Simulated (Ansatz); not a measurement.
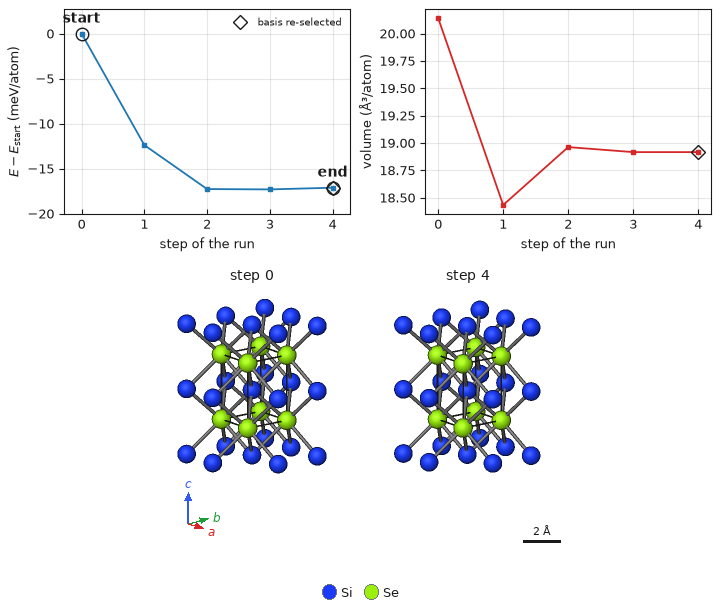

First and last geometry of a relaxation of solid SiSe (a generated structure, set up in P-6m2), with the history of the run. The picture is a ball-and-stick view of the cell of the calculation, seen slightly off an axis.

The run lets cell and atoms move.

These are results of Ansatz 0.2.0, Kohn-Sham DFT of a periodic cell, HSEsol, Ansatz PAW, not measurements.

The input:
```yaml
crystal:
  lattice:
    - [3.5952, 0.0, 0.0]
    - [-1.7976, 3.11353, 0.0]
    - [0.0, 0.0, 3.59873]
  atoms:
    - { symbol: Si, position: [0.66667, 0.33333, 0.5] }
    - { symbol: Se, position: [0.0, 0.0, 0.0] }
hamiltonian:
  xc:
    exchange: hjs_pbesol
    correlation: pbesol
    exx: { coeff: 0.25, omega: 0.207 }
  pseudopotentials: { kind: paw }
kpoints:
  mp_grid: { grid: [5, 5, 4] }
scf:
  occupations: { method: fermi_dirac, width: 0.05 }
output:
  forces: true
  stress: true
  eigenvalues: true
relax:
  f_tol: 0.01
  max_steps: 40
  cell: { stress_tol: 0.05 }
```

Command:
```bash
ansatz run input.yaml --threads 2 --pin off --max-ram 5632MiB --backend cpu --events-out ev --progress --plain --runs-dir out
```

Did the run converge, and what did it change?

It converged. After 3 accepted moves (4 points after the start) the energy has fallen by 17.1 meV per atom. All forces vanish by symmetry, so only the cell relaxes. The pressure goes from −4.38 to −0.01 GPa. At 1 point the geometry stayed and the basis and grid were re-selected for the new cell (energy shift of 0.2 meV per atom at most each time). The atoms keep their places relative to the cell (all moves are under 0.005 Å). Cell: a = b 3.595 → 3.511 Å (−2.3 %), c 3.599 → 3.543 Å (−1.5 %). Volume −6.1 %. Among the contacts that change: Se–Si 2.747 → 2.692 Å. The space group stays P-6m2 (No. 187). The run took 39 s on 2 threads of Arm Neoverse V2, on a shared host, peak memory 0.76 GiB.

Limits of the set-up: the k-point mesh is coarse for a cell with partly filled bands.
